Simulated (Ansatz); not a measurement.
# Single-point calculation, with input and output: C₂H₆BFO

C₂H₆BFO, SMILES BC(F)CO, computed with RKS r2SCANh-d3bjatm/def2-TZVPP (Ansatz 0.2.0).

The geometry comes from this level: PBE0-D4/def2-TZVP. Figures and captions count atoms from 1; the log counts them from 0 in places.

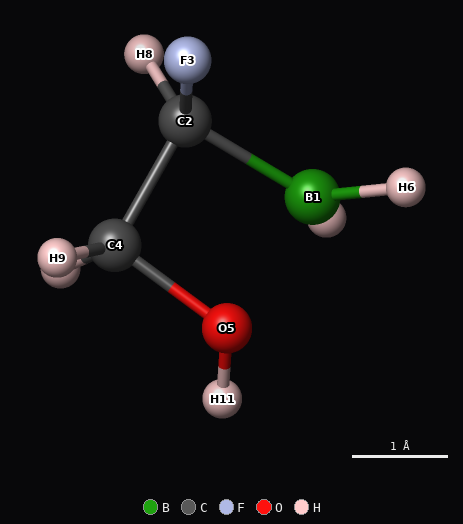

**Figure 1.** The structure as given in the input (ball-and-stick view, seen at a tilt; atoms are numbered from 1 in the order of the input). Bond lengths as drawn: B–C 1.61 Å, B–H 1.20 to 1.21 Å, C–C 1.51 Å, C–F 1.39 Å, C–H 1.09 Å, C–O 1.47 Å and H–O 0.96 Å.

### Input
```yaml
crystal:
  periodic: [false, false, false]
  atoms:
    - {symbol: B, position_ang: [-0.377457, 0.639294, 0.928328]}
    - {symbol: C, position_ang: [0.906920, 0.400834, -0.013871]}
    - {symbol: F, position_ang: [1.225847, 1.456866, -0.865484]}
    - {symbol: C, position_ang: [0.147033, -0.663920, -0.765408]}
    - {symbol: O, position_ang: [-1.199778, -0.284799, -0.308178]}
    - {symbol: H, position_ang: [-0.896899, 1.715591, 0.978039]}
    - {symbol: H, position_ang: [-0.438757, -0.062337, 1.906579]}
    - {symbol: H, position_ang: [1.839859, 0.052302, 0.431558]}
    - {symbol: H, position_ang: [0.185853, -0.594087, -1.852706]}
    - {symbol: H, position_ang: [0.374841, -1.676076, -0.429439]}
    - {symbol: H, position_ang: [-1.702161, -1.040468, 0.011183]}
basis:
  gaussian: {orbitals: def2-TZVPP, fitting: {mean_field: def2-universal-jkfit}}
hamiltonian: {xc: {name: r2SCANh}, dispersion: d3bjatm}
scf: {lower_state_search: full}
output: {forces: true}
```

Launch command:
```bash
ansatz run in.yaml --threads 4 --pin off --events-out ev --progress --plain --max-ram 10444MiB
```

### The program's output
```
Functional definition: r2SCANh
  name "r2SCANh"
  cite "Bursch, Neugebauer, Ehlert & Grimme, J. Chem. Phys. 156, 134105 (2022) doi:10.1063/5.0086040"
  cite "Furness, Kaplan, Ning, Perdew & Sun, J. Phys. Chem. Lett. 11, 8208 (2020) doi:10.1021/acs.jpclett.0c02405"
  cite "Furness, Kaplan, Ning, Perdew & Sun, J. Phys. Chem. Lett. 11, 9248 (2020) doi:10.1021/acs.jpclett.0c03077"
  parent r2scan
  parameter a = 0.1
  parameter k0 = 0.174
  parameter k1 = 0.065
  parameter a1 = 4.9479
  exchange = (1 - a)*r2scan_x(k0 = k0, k1 = k1, a1 = a1) + a*exact_x
  correlation = r2scan_c
487 factors; integrals over basis functions are off by at most 1.6e0 eV
mean field evaluation 1: about -7604.2143 eV, gradient 5.1e1 eV
mean field evaluation 2: about -7604.2186 eV, gradient 5.1e1 eV
mean field evaluation 4: about -7609.6458 eV, gradient 9.9e0 eV
mean field evaluation 8: about -7609.8207 eV, gradient 2.5e-1 eV
mean field evaluation 16: about -7609.8208 eV, gradient 4.8e-5 eV
mean field -7609.82082801 eV, -279.6557573076 hartree, gradient 4.8e-5 eV, S^2 0.000000; 0 other end points of the search recorded, 0 dependent functions left out
the calculation of the forces begins
reference -7609.82083919 eV, -279.6557577183 hartree; 20, 20 occupied and 219, 219 virtual orbitals, 487 factors
Total energy: -7609.87220056 eV, -279.6576452140 hartree
Atom 0 at    -0.377457     0.639294     0.928328 Å, force     0.004470     0.076005     0.123667 eV/Å
Atom 1 at     0.906920     0.400834    -0.013871 Å, force     0.028714    -0.142275     0.195922 eV/Å
Atom 2 at     1.225847     1.456866    -0.865484 Å, force     0.022569     0.124494    -0.114773 eV/Å
Atom 3 at     0.147033    -0.663920    -0.765408 Å, force     0.226793    -0.144582    -0.130348 eV/Å
Atom 4 at    -1.199778    -0.284799    -0.308178 Å, force    -0.299665    -0.079816     0.039304 eV/Å
Atom 5 at    -0.896899     1.715591     0.978039 Å, force     0.038957    -0.073345    -0.010817 eV/Å
Atom 6 at    -0.438757    -0.062337     1.906579 Å, force     0.004982     0.038437    -0.070527 eV/Å
Atom 7 at     1.839859     0.052302     0.431558 Å, force    -0.052451     0.028210    -0.046863 eV/Å
Atom 8 at     0.185853    -0.594087    -1.852706 Å, force    -0.012730     0.000249     0.080156 eV/Å
Atom 9 at     0.374841    -1.676076    -0.429439 Å, force    -0.032420     0.075894    -0.018748 eV/Å
Atom 10 at    -1.702161    -1.040468     0.011183 Å, force     0.070779     0.096729    -0.046974 eV/Å
Dipole moment:    -0.201847    -0.883103    -0.132512 e Å
```

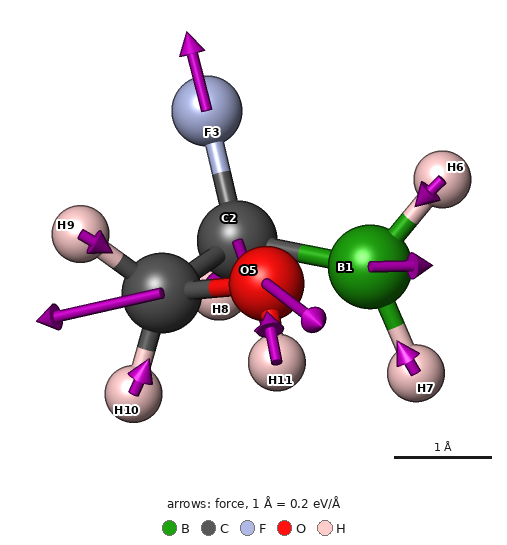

**Figure 2.** Forces on the atoms as pink arrows (ball-and-stick view, seen at a tilt; atoms are numbered from 1 in the order of the input). The largest act on O5 (0.31 eV/Å); C4 (0.30 eV/Å); C2 (0.24 eV/Å); F3 (0.17 eV/Å), among others. The geometry is not a stationary point of this energy.

### Key numbers

```tsv
quantity	value
outcome	converged
total energy	−7609.8722 eV
mean-field energy	−7609.8208 eV
dispersion energy	−0.0514 eV
SCF solution under orbital rotations	stable
largest force (length of the vector)	0.313 eV/Å
dipole moment	4.40 D
hardware	4 threads of Arm Neoverse V1, 23 GiB of memory available, shared host
wall time	4.2 s (CPU time 15 s)
peak memory	0.35 GiB
```
